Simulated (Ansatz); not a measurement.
# SiNH$_{6}$Cl: frequency calculation

SiNH$_{6}$Cl, computed with RKS PBE0/6-31G* (Ansatz 0.2.0).

It belongs to a series of runs on one base structure; here: vibrations at the highest image of the band. Figures and captions count atoms from 1; the log counts them from 0 in places.

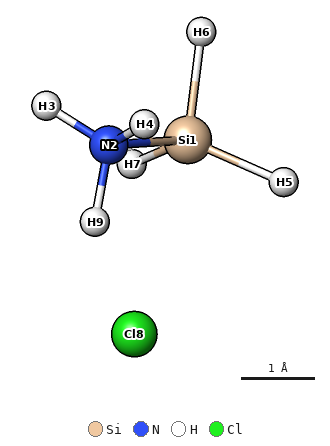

The input geometry (ball-and-stick view, seen at a tilt; atoms are numbered from 1 in the order of the input). Bond lengths as drawn: H–N 1.02 to 1.08 Å, H–Si 1.47 to 1.50 Å and N–Si 1.89 Å.

## Input
```yaml
crystal:
  periodic: [false, false, false]
  atoms:
    - { symbol: Si, position_ang: [0.042581, -0.031329, 0.084931] }
    - { symbol: "N", position_ang: [0.122943, -0.197203, 1.965372] }
    - { symbol: H, position_ang: [-0.791326, -0.244467, 2.416665] }
    - { symbol: H, position_ang: [0.665799, 0.545978, 2.407069] }
    - { symbol: H, position_ang: [1.370102, 0.286848, -0.464981] }
    - { symbol: H, position_ang: [-0.74635, 1.246885, 0.058561] }
    - { symbol: H, position_ang: [-0.824008, -1.068124, -0.496854] }
    - { symbol: Cl, position_ang: [1.465239, -2.376245, 0.812574] }
    - { symbol: H, position_ang: [0.652218, -1.132244, 2.029961] }
basis:
  gaussian: { orbitals: "6-31G*" }
hamiltonian:
  xc: pbe0
phonons: {}
```

Machine: 1 thread of Arm Neoverse V1, 24 GiB of memory available, shared host.

Launched with:
```bash
ansatz run input.yaml --threads 1 --pin off --max-ram 2048MiB --backend cpu --events-out ev --progress --plain --runs-dir out
```

## What the program printed
```
Engine: ansatz 0.2.0, aarch64-unknown-linux-gnu
Functional definition: PBE0
  parameter a = 0.25
  parameter kappa = 0.804
  parameter beta = 0.06672455060314922
  exchange = (1 - a)*pbe_x(kappa = kappa, mu = beta*pi^2/3) + a*exact_x
  correlation = pbe_c(beta = beta)
725 factors; integrals over basis functions are off by at most 6.4e-4 eV
mean field evaluation 1: about -21975.0471 eV, gradient 3.7e1 eV
mean field evaluation 2: about -21974.3290 eV, gradient 4.2e1 eV
mean field evaluation 4: about -21977.9930 eV, gradient 1.4e0 eV
mean field evaluation 8: about -21978.0134 eV, gradient 7.2e-3 eV
mean field -21978.01338975 eV, -807.6770948408 hartree, gradient 3.6e-5 eV, S^2 0.000000; 0 other end points of the search recorded, 0 dependent functions left out
the calculation of the forces begins
reference -21978.01341416 eV, -807.6770957379 hartree; 22, 22 occupied and 43, 43 virtual orbitals, 725 factors
these checks for a lower state are left out or cut short: stability, starts, cluster_reference, orbital_swaps, neighbouring_geometries, increment
725 factors; integrals over basis functions are off by at most 6.3e-4 eV
mean field evaluation 16: about -21978.0133 eV, gradient 2.6e-5 eV
mean field -21978.01328854 eV, -807.6770911213 hartree, gradient 2.0e-6 eV, S^2 0.000000; 0 other end points of the search recorded, 0 dependent functions left out
[... from here on the field's lines of each further geometry are left out, up to the last ...]
the calculation of the forces begins
reference -21978.01342133 eV, -807.6770960014 hartree; 22, 22 occupied and 43, 43 virtual orbitals, 725 factors
these checks for a lower state are left out or cut short: stability, starts, cluster_reference, orbital_swaps, neighbouring_geometries, increment
725 factors; integrals over basis functions are off by at most 6.4e-4 eV
mean field -21978.01334681 eV, -807.6770932629 hartree, gradient 1.1e-6 eV, S^2 0.000000; 0 other end points of the search recorded, 0 dependent functions left out
the calculation of the forces begins
reference -21978.01337122 eV, -807.6770941600 hartree; 22, 22 occupied and 43, 43 virtual orbitals, 725 factors
WARN: phonons: modes at or below zero, which the zero-point energy, F, S and C_V leave out: 1, the lowest at -132.83 cm⁻¹. A minimum has none, and a first-order saddle one
Total energy: -21978.01341416 eV, -807.6770957379 hartree
Atom 0 at     0.042581    -0.031329     0.084931 Å, force     0.003399     0.000583    -0.000568 eV/Å
Atom 1 at     0.122943    -0.197203     1.965372 Å, force     0.036350    -0.001042    -0.002511 eV/Å
Atom 2 at    -0.791326    -0.244467     2.416665 Å, force    -0.001682    -0.013858    -0.005839 eV/Å
Atom 3 at     0.665799     0.545978     2.407069 Å, force    -0.008913     0.005434     0.002003 eV/Å
Atom 4 at     1.370102     0.286848    -0.464981 Å, force    -0.004600    -0.000432    -0.001815 eV/Å
Atom 5 at    -0.746350     1.246885     0.058561 Å, force     0.000444     0.003887     0.000354 eV/Å
Atom 6 at    -0.824008    -1.068124    -0.496854 Å, force    -0.005931     0.000451     0.000617 eV/Å
Atom 7 at     1.465239    -2.376245     0.812574 Å, force     0.005785    -0.006929    -0.002270 eV/Å
Atom 8 at     0.652218    -1.132244     2.029961 Å, force    -0.024851     0.011907     0.010030 eV/Å
Dipole moment:    -0.763957     1.252290     0.622798 e Å
Vibrations: -132.83 168.48 296.68 344.05 545.51 550.20 608.28 845.26 881.85 920.22 993.34 1020.65 1316.12 1615.87 1634.32 2192.33 2336.03 2377.37 2634.32 3507.17 3598.58 cm⁻¹, zero-point energy 1.759745 eV
```

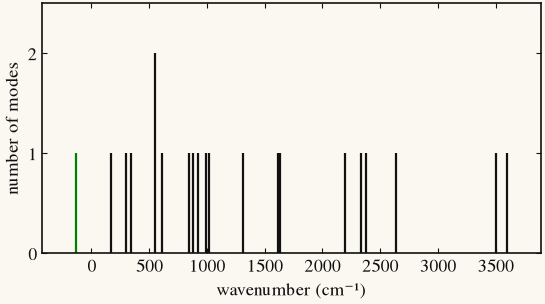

Harmonic vibrational wavenumbers from the force constants; neighbouring modes closer than 17 cm⁻¹ are counted in one stick, and imaginary ones are drawn at negative wavenumbers. 21 modes from 133i to 3599 cm⁻¹, 1 imaginary beyond 8i (133i cm⁻¹): a first-order saddle point, if the geometry is stationary.

## Summary

```tsv
quantity	value
outcome	converged
total energy	−21978.0134 eV
mean-field energy	−21978.0134 eV
largest force (length of the vector)	0.036 eV/Å
wall time	95 s
peak memory	0.12 GiB
```
